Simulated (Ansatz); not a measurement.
**CH3B (SMILES B[CH]): U-wB97M-V/STO-3G**

Aim: the electronic atomisation energy of CH3B at U-wB97M-V/STO-3G, from 4 runs. 

The results are computed with Ansatz 0.2.0.

49 further runs of the same task are left out: 3 that didn't finish, 46 set aside as unsound or not needed.

### Step 1. Starting point

The species is CH3B (5 atoms), meant as a triplet with charge 0. SMILES: `B[CH]`. The coordinates come from a GFN2-xTB relaxation.

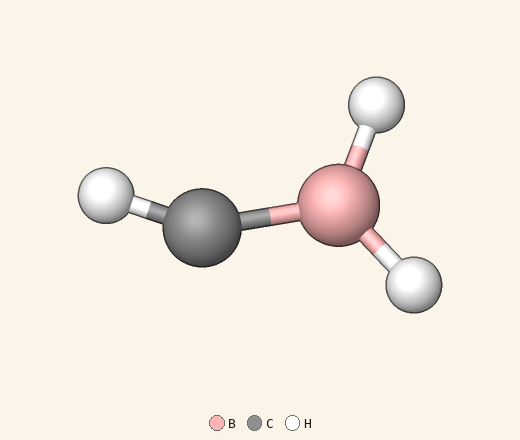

Viewed from a chosen angle; boron pink, carbon grey, hydrogen white.

### Step 2. A single-point energy at U-wB97M-V/STO-3G

run.yaml

```yaml
crystal:
  periodic: [false, false, false]
  atoms:
    - {symbol: B, position_ang: [-0.352450, -0.401400, -0.071360]}
    - {symbol: C, position_ang: [0.507540, 0.779550, -0.141970]}
    - {symbol: H, position_ang: [-0.308550, -1.118250, 0.866820]}
    - {symbol: H, position_ang: [-1.104620, -0.672740, -0.931370]}
    - {symbol: H, position_ang: [1.258080, 1.412850, 0.277880]}
basis:
  gaussian:
    orbitals: STO-3G
magnetization:
  spin_polarized: true
  initial_magnetization: 2
total_charge: 0
accuracy: high
hamiltonian:
  xc: {name: wB97M-V}
```

The run is started by

```
$ ansatz run run.yaml --threads 1 --pin off --max-ram 2610MiB --events-out events.jsonl --progress --plain --runs-dir runs
```

The log of the run:

```text
Warning: RAYON_NUM_THREADS=1 ignored (pool sized by the plan → 1); use --threads N
Functional definition: wB97M-V
  name "wB97M-V"
  parameter omega = 0.3/bohr
  parameter cx = 0.15
  parameter cx01 = 1.007
  parameter cx10 = 0.259
  parameter css00 = 0.443
  parameter css04 = -1.437
  parameter css10 = -4.535
  parameter css20 = -3.390
  parameter css43 = 4.278
  parameter cos00 = 1.000
  parameter cos10 = 1.358
  parameter cos20 = 2.924
  parameter cos21 = -8.812
  parameter cos60 = -1.390
  parameter cos61 = 9.142
  parameter b = 6.0
  parameter c = 0.01
  gx(w, u) = 1 - cx + cx01*u + cx10*w
  gss(w, u) = css00 + css04*u^4 + css10*w + css20*w^2 + css43*w^4*u^3
  gos(w, u) = cos00 + cos10*w + (cos20 + cos21*u)*w^2 + (cos60 + cos61*u)*w^6
  exchange = spin_sum(e_x_unif_sr(omega)*gx(b97_w, b97_u_x)) + cx*exact_x_sr(omega) + exact_x_lr(omega)
  correlation = spin_sum(e_c_pw_mod_same_spin*gss(b97_w, b97_u_same))
      + integral(e_c_pw_mod_opposite_spin*gos(b97_w_opposite, b97_u_opposite)) + vv10(b, c)
209 factors; integrals over basis functions are off by at most 6.1e-9 eV
124 factors; integrals over basis functions are off by at most 1.3e-9 eV
mean field evaluation 1: about -1735.0977 eV, gradient 6.1e0 eV
mean field evaluation 2: about -1735.4835 eV, gradient 1.7e0 eV
mean field evaluation 4: about -1735.5271 eV, gradient 2.0e-1 eV
mean field evaluation 8: about -1735.4831 eV, gradient 1.2e-2 eV
mean field evaluation 16: about -1735.4831 eV, gradient 5.9e-7 eV
mean field -1735.48305535 eV, -63.7778259316 hartree, gradient 9.9e-8 eV, S^2 2.004261; 0 other end points of the search recorded, 0 dependent functions left out
reference -1735.48305759 eV, -63.7778260138 hartree; 8, 6 occupied and 5, 7 virtual orbitals, 209 factors
Total energy: -1735.48305759 eV, -63.7778260138 hartree
```

Run time: 14 s. Hardware: 1 thread of Arm Neoverse V1, shared host; peak memory 0.39 GiB.

### Step 3. The B atom, same level

job.yaml

```yaml
crystal:
  periodic: [false, false, false]
  atoms:
    - {symbol: B, position_ang: [0.000000, 0.000000, 0.000000]}
basis:
  gaussian: {orbitals: STO-3G}
magnetization: {spin_polarized: true, initial_magnetization: 1}
hamiltonian: {xc: {name: wB97M-V}}
accuracy: high
```

Run the same way, it converges to -24.27434 Eh (log not shown).

### Step 4. The C atom

input.yaml

```yaml
crystal:
  periodic: [false, false, false]
  atoms:
    - {symbol: C, position_ang: [0.000000, 0.000000, 0.000000]}
basis:
  gaussian:
    orbitals: STO-3G
magnetization:
  spin_polarized: true
  initial_magnetization: 2
hamiltonian:
  xc: {name: wB97M-V}
accuracy: high
```

Run the same way, it converges to -37.34862 Eh (log not shown).

### Step 5. The H atom, same level

job.yaml

```yaml
crystal:
  periodic: [false, false, false]
  atoms:
    - {symbol: H, position_ang: [0.000000, 0.000000, 0.000000]}
basis:
  gaussian: {orbitals: STO-3G}
magnetization: {spin_polarized: true, initial_magnetization: 1}
accuracy: high
hamiltonian: {xc: {name: wB97M-V}}
```

Run the same way, it converges to -0.45654 Eh (log not shown).

### Step 6. Summary of results

At U-wB97M-V/STO-3G:

| quantity | value |
| --- | --- |
| molecule: total energy | -63.77783 Eh |
| molecule: ⟨S²⟩ | 2.004 |
| B atom: total energy | -24.27434 Eh |
| B atom: ⟨S²⟩ | 0.750 |
| C atom: total energy | -37.34862 Eh |
| C atom: ⟨S²⟩ | 2.000 |
| H atom: total energy | -0.45654 Eh |
| H atom: ⟨S²⟩ | 0.750 |
| electronic atomisation energy | 21.367 eV |

What this shows: Taking the molecule apart into free atoms costs 21.37 eV (2062 kJ/mol), before zero-point energy and without spin-orbit coupling. In a minimal basis such a difference can be off by several eV, whatever the method.
